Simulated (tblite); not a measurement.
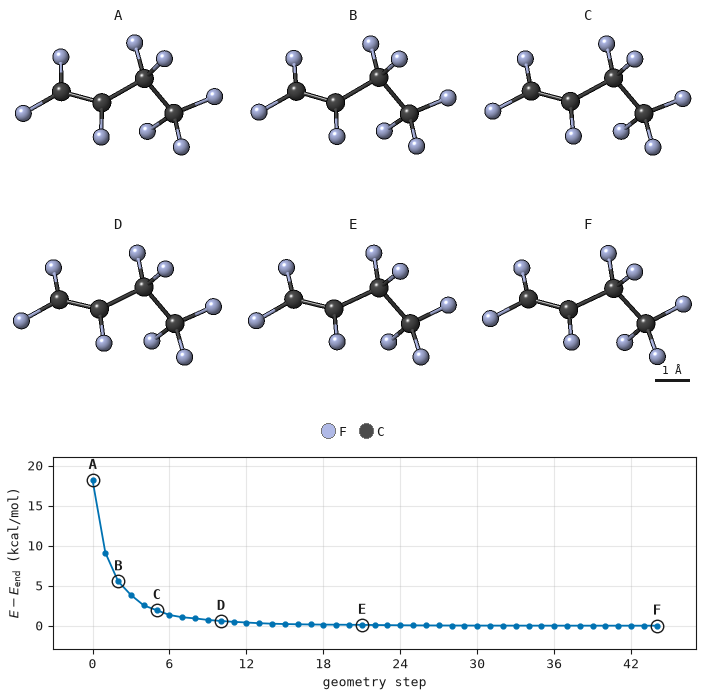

Frames of a relaxation of C₄F₈, marked on the history of the run. A ball-and-stick model, seen at a tilt.

Computed with tblite, GFN2-xTB geometry optimisation, gas phase. 

What happens along the run?

Answer. An F atom moves most after the best rigid fit: 0.27 Å. Largest moves by element: F 0.27 Å, C 0.11 Å. Some distances before and after: C–F 1.397 → 1.327 Å, C–F 1.408 → 1.345 Å, C–F 1.359 → 1.309 Å, C–C 1.515 → 1.564 Å. Among the angles between lasting bonds that change: F–C–F 121.5° → 111.4°, F–C–C 116.6° → 124.9°, F–C–C 122.1° → 113.9°. The energy falls by 18.2 kcal/mol in 44 geometry steps. From step 0 to 2: an F atom moves most (0.08 Å), energy −12.7 kcal/mol. From step 2 to 5: an F atom moves most (0.11 Å), energy −3.60 kcal/mol. From step 5 to 10: an F atom moves most (0.06 Å), energy −1.35 kcal/mol. From step 10 to 21: an F atom moves most (0.07 Å), energy −0.49 kcal/mol. From step 21 to 44: an F atom moves most (0.08 Å), energy −0.10 kcal/mol.
